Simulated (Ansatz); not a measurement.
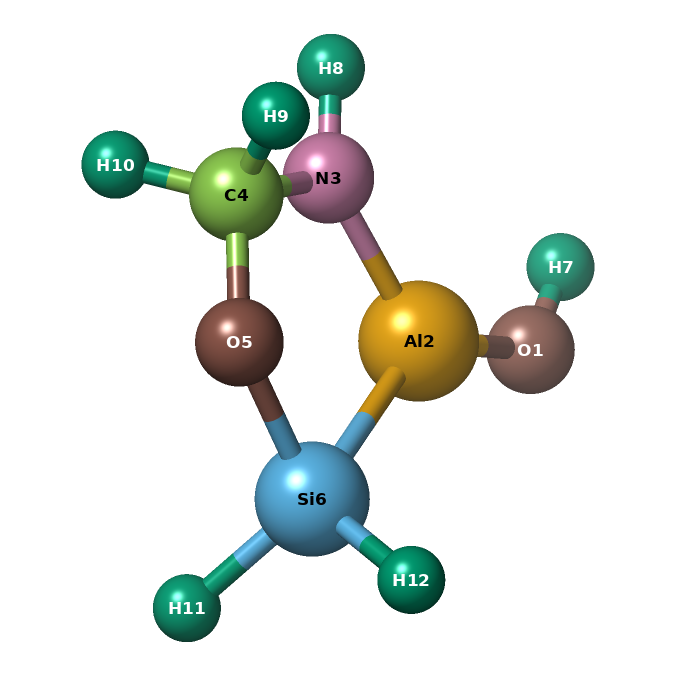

Numbered structure. The geometry was computed by an optimisation with PBE-D4/def2-SVP. No frequency run is at hand to confirm it as a minimum.

### What is the geometry at N3?

N3 has 3 neighbours (Al2 at 1.80, C4 at 1.46, H8 at 1.02 Å); the arrangement is trigonal planar.

### How are the neighbours of atom 5 arranged?

O5 has 2 neighbours (C4 at 1.41, Si6 at 1.71 Å); the arrangement is bent.

### What is the geometry at C4?

C4 has 4 neighbours (N3 at 1.46, O5 at 1.41, H9 at 1.12, H10 at 1.12 Å); the arrangement is tetrahedral.

### What is the geometry at O1?

O1 has 2 neighbours (Al2 at 1.71, H7 at 0.97 Å); the arrangement is bent.

### Which bond is the longest?

Al2–Si6, 2.398 Å.

### What is the dihedral angle O1–Al2–N3–C4?

180° in size, that is anti.
